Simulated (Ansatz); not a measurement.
**HF/3-21G run of MoCl4O (SMILES O=[Mo](Cl)(Cl)(Cl)Cl)**

What is the energy change on altering one bond length of MoCl4O at HF/3-21G? 

The results are computed with Ansatz 0.2.0.

14 further runs of the same task are left out: 12 that didn't finish, 2 set aside as unsound or not needed. Runs told in other sessions of the task aren't counted.

## (1) The system as given

MoCl4O: 6 atoms, total charge 0, spin state singlet. SMILES: `O=[Mo](Cl)(Cl)(Cl)Cl`. Geometry: relaxed at PBE0-D4/def2-TZVP.

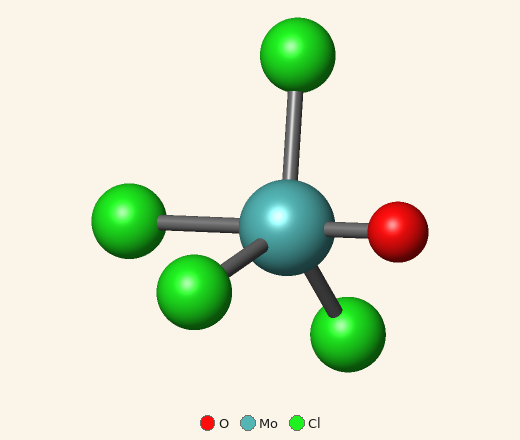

Viewed from a chosen angle; oxygen red, molybdenum teal, chlorine green.

## (2) A single-point energy at HF/3-21G

run.yaml reads:

```yaml
crystal:
  periodic: [false, false, false]
  atoms:
    - {symbol: O, position_ang: [-0.647300, -1.552840, 0.739910]}
    - {symbol: Mo, position_ang: [-0.060260, -0.144860, 0.068810]}
    - {symbol: Cl, position_ang: [2.064980, -0.754570, 0.382320]}
    - {symbol: Cl, position_ang: [-1.047850, -0.541190, -1.894310]}
    - {symbol: Cl, position_ang: [0.775250, 1.861870, -0.884910]}
    - {symbol: Cl, position_ang: [-1.084830, 1.131590, 1.588170]}
basis:
  gaussian:
    orbitals: 3-21G-spherical.json
hamiltonian:
  xc: hf
accuracy: high
output: {orbitals: {seedname: orbitals}}
```

The basis set 3-21G is read from a file made from the Basis Set Exchange's data (not shown).

On the command line:

```sh
$ ansatz run run.yaml --threads 1 --pin off --max-ram 3480MiB --events-out events.jsonl --progress --plain --runs-dir runs
```

What it wrote:

```text
Warning: RAYON_NUM_THREADS=1 ignored (pool sized by the plan → 1); use --threads N
Functional definition: HF
  name "HF"
  exchange = exact_x
  correlation = 0
2202 factors; integrals over basis functions are off by at most 5.1e-9 eV
mean field evaluation 1: about -159448.4883 eV, gradient 7.1e1 eV
mean field evaluation 2: about -159448.8976 eV, gradient 7.2e1 eV
mean field evaluation 4: about -159462.8186 eV, gradient 2.1e1 eV
mean field evaluation 8: about -159463.9611 eV, gradient 7.3e-1 eV
mean field evaluation 16: about -159463.9744 eV, gradient 1.5e-5 eV
mean field evaluation 32: about -159455.6703 eV, gradient 1.1e1 eV
mean field evaluation 64: about -159457.1212 eV, gradient 6.9e0 eV
mean field evaluation 96: about -159458.0851 eV, gradient 6.0e0 eV
mean field evaluation 128: about -159455.9172 eV, gradient 1.3e1 eV
mean field evaluation 160: about -159454.7708 eV, gradient 1.7e1 eV
mean field evaluation 192: about -159456.0560 eV, gradient 1.3e1 eV
mean field -159463.97437141 eV, -5860.1929695854 hartree, gradient 2.0e-8 eV, S^2 0.000000; 0 other end points of the search recorded, 0 dependent functions left out
reference -159463.97437141 eV, -5860.1929695854 hartree; 59, 59 occupied and 38, 38 virtual orbitals, 2202 factors
Total energy: -159463.97437141 eV, -5860.1929695854 hartree
```

It took 15 s on 1 thread of Arm Neoverse V2, shared host; peak memory 0.6 GiB.

## (3) The distorted shape at the same level

molecule.yaml reads:

```yaml
crystal:
  periodic: [false, false, false]
  atoms:
    - symbol: O
      position_ang: [-1.315699, -3.158203, 1.502876]
    - symbol: Mo
      position_ang: [-0.728659, -1.750223, 0.831776]
    - symbol: Cl
      position_ang: [1.396581, -2.359933, 1.145286]
    - symbol: Cl
      position_ang: [-1.716249, -2.146553, -1.131344]
    - symbol: Cl
      position_ang: [0.775250, 1.861870, -0.884910]
    - symbol: Cl
      position_ang: [-1.753229, -0.473773, 2.351136]
basis:
  gaussian: {orbitals: 3-21G-spherical.json}
hamiltonian: {xc: hf}
accuracy: high
output: {orbitals: {seedname: orbitals}}
```

The basis set 3-21G is read from a file made from the Basis Set Exchange's data (not shown).

On the command line:

```sh
$ ansatz run molecule.yaml --threads 1 --pin off --max-ram 3480MiB --events-out events.jsonl --progress --plain --runs-dir runs
```

What it wrote:

```text
Warning: RAYON_NUM_THREADS=1 ignored (pool sized by the plan → 1); use --threads N
[... 4 set-up lines as earlier in the session ...]
2150 factors; integrals over basis functions are off by at most 4.6e-9 eV
mean field evaluation 1: about -159442.3683 eV, gradient 7.5e1 eV
mean field evaluation 2: about -159442.6331 eV, gradient 7.5e1 eV
mean field evaluation 4: about -159454.0738 eV, gradient 5.4e1 eV
mean field evaluation 8: about -159460.3206 eV, gradient 3.0e0 eV
mean field evaluation 16: about -159460.4784 eV, gradient 6.3e-1 eV
mean field evaluation 32: about -159460.6162 eV, gradient 4.8e-2 eV
mean field evaluation 64: about -159460.5831 eV, gradient 1.5e0 eV
mean field evaluation 96: about -159456.7438 eV, gradient 3.0e1 eV
mean field evaluation 128: about -159457.1271 eV, gradient 9.3e0 eV
mean field evaluation 160: about -159455.1445 eV, gradient 4.3e1 eV
mean field evaluation 192: about -159460.5664 eV, gradient 6.0e-1 eV
mean field evaluation 224: about -159460.5806 eV, gradient 1.5e-1 eV
mean field evaluation 256: about -159455.2571 eV, gradient 1.9e1 eV
mean field evaluation 288: about -159448.7234 eV, gradient 5.3e1 eV
mean field evaluation 320: about -159456.0002 eV, gradient 2.2e0 eV
mean field evaluation 352: about -159455.2502 eV, gradient 2.2e1 eV
mean field evaluation 384: about -159454.8244 eV, gradient 8.0e0 eV
mean field evaluation 416: about -159455.1355 eV, gradient 1.0e1 eV
mean field evaluation 448: about -159452.1671 eV, gradient 2.8e0 eV
mean field evaluation 480: about -159460.4745 eV, gradient 1.0e-1 eV
mean field evaluation 512: about -159460.6142 eV, gradient 1.4e-1 eV
mean field -159460.61713484 eV, -5860.0695934172 hartree, gradient 1.5e-8 eV, S^2 0.000000; 1 other end points of the search recorded, 0 dependent functions left out
reference -159460.61713484 eV, -5860.0695934172 hartree; 59, 59 occupied and 38, 38 virtual orbitals, 2150 factors
Total energy: -159460.61713484 eV, -5860.0695934172 hartree
```

Run time: 43 s. Hardware: 1 thread of Arm Neoverse V2, shared host; peak memory 0.61 GiB.

## (4) What came out

Level: HF/3-21G.

| quantity | value |
| --- | --- |
| first shape: total energy | -5860.19297 Eh |
| first shape: HOMO energy | -12.21 eV |
| first shape: LUMO energy | -3.33 eV |
| first shape: HOMO–LUMO gap | 8.89 eV |
| distorted shape: total energy | -5860.06959 Eh |
| distorted shape: HOMO energy | -8.78 eV |
| distorted shape: LUMO energy | -5.37 eV |
| distorted shape: HOMO–LUMO gap | 3.41 eV |
| energy change with the Mo2–Cl5 bond stretched from 2.374 to 4.273 Å | 3.357 eV |

**Reading.** One bond (distorted shape) is far stretched, which a spin-restricted single reference describes badly; a broken-symmetry solution may lie lower. With the Mo2–Cl5 bond stretched from 2.374 to 4.273 Å the energy rises by 3.36 eV (77 kcal/mol). The first shape isn't relaxed at this level, so the change isn't measured from a minimum. A restricted reference can't describe the breaking bond well at this length. Relativity is left out (first shape) although the molecule holds a heavy atom. Relativity is left out (distorted shape) although the molecule holds a heavy atom.
